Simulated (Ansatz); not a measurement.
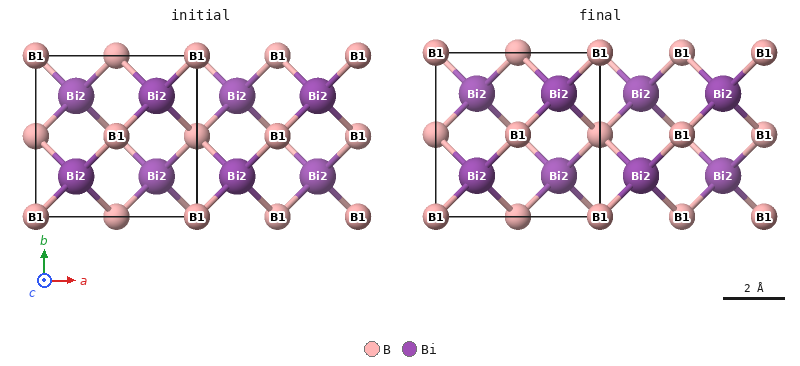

The structure of crystalline BiB (built on the zincblende type) before (left) and after (right) a relaxation, at one scale.

Style: ball-and-stick. Shown: the conventional cell (4 times the calculation's cell), repeated 2 × 1 × 1 with one cell outlined, along the c axis. Lengths and directions refer to the drawn axes.

Level of theory: DFT, PBEsol, plane waves, PAW in Ansatz 0.2.0. Set-up: plane-wave cutoff 420 eV; k-point mesh 8 × 8 × 8; occupations fermi dirac; smearing width 0.03 eV; no spin polarisation; cell and atoms relaxed; force threshold 0.01 eV/Å; at most 120 steps.

Question: What changed between the two?

Answer: After 3 accepted moves (4 points after the start) the energy has fallen by 17.0 meV per atom. All forces vanish by symmetry, so only the cell relaxes. Pressure: 5.20 GPa at the start and 0.02 GPa at the end. At 1 point the geometry stayed and the basis and grid were re-selected for the new cell (energy shift of 0.6 meV per atom at most each time). The atoms keep their places relative to the cell (all moves are under 0.005 Å). Cell: a = b = c 5.354 → 5.454 Å (+1.9 %). Volume +5.7 %. Near-neighbour distances that change, for instance: B1–Bi2 2.318 → 2.362 Å. The space group stays F-43m (No. 216). The run took 2.6 s on 2 threads of AMD EPYC 7R13 Processor (Zen 3), with other jobs on the host, peak memory 0.46 GiB.
